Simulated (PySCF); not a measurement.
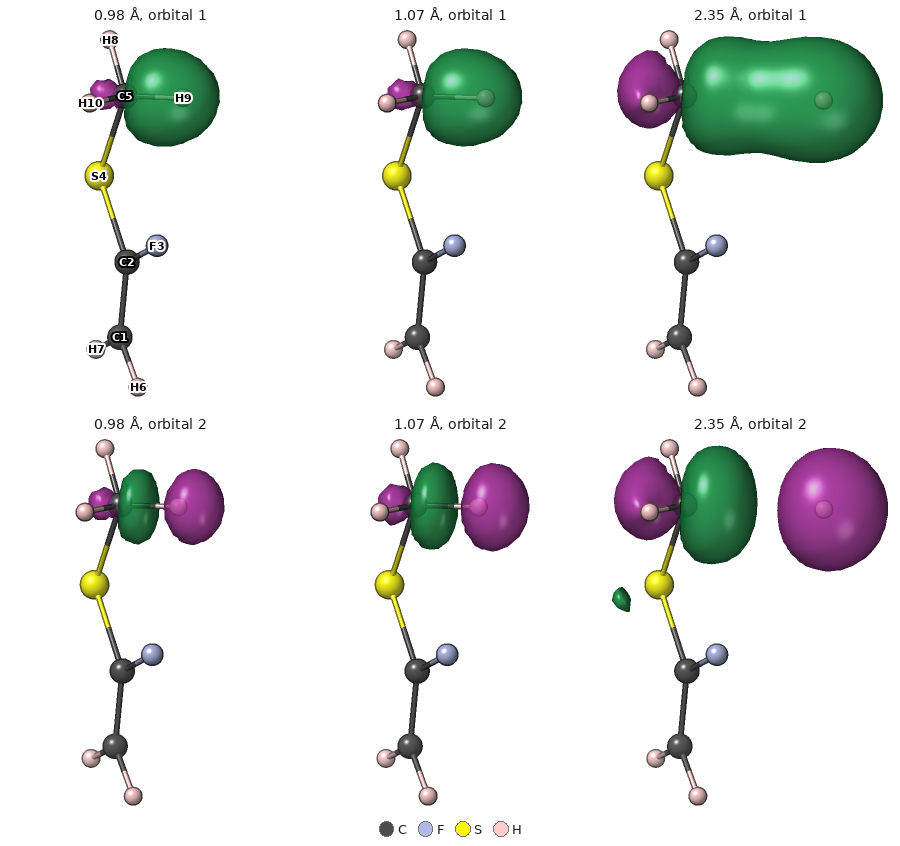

C3H5FS, SMILES `C=C(F)SC`. Rigid stretch of the C5–H9 bond. The two CASSCF(2,2) natural orbitals nearest half filling (orbital 1 the more occupied).

Method: def2-SVP basis; geometry: GFN2-xTB; program: PySCF. No frequency check shows the geometry to be a minimum. GFN2-xTB bond lengths at metals and heavier atoms can be off by up to 0.1 Å and shapes distorted, which carries into these values.

Coordinates in Å:

```
C1       2.0495   -0.4652    0.0007
C2       0.8375    0.0635   -0.0001
F3       0.6628    1.3971   -0.0007
S4      -0.6640   -0.8637   -0.0004
C5      -1.8921    0.4780    0.0001
H6       2.9244    0.1582    0.0006
H7       2.1735   -1.5299    0.0011
H8      -2.8632   -0.0058    0.0030
H9      -1.7740    1.0812   -0.8920
H10     -1.7703    1.0842    0.8955
```

How do the occupations change along the stretch?

0.98 Å: 1.99 and 0.01; 1.07 Å: 1.98 and 0.02; 2.35 Å: 1.60 and 0.40. At the longest distance computed (3.00 Å) they are 1.28 and 0.72, and the effective number of unpaired electrons is 1.7.

Where does the UHF solution part from RHF?

Between 1.44 Å (⟨S²⟩ = 0, the two coincide) and 1.66 Å (⟨S²⟩ = 0.08); at 3.00 Å ⟨S²⟩ is 1.03 and UHF lies 3.4 eV below RHF.

How much energy does the stretch cost?

By CASSCF, 4.2 eV from the lowest point of the scan (1.07 Å) to 3.00 Å; RHF gives 7.2 eV from its own lowest point. The fragments aren't relaxed and dynamic correlation is missing, so this isn't a bond dissociation energy.
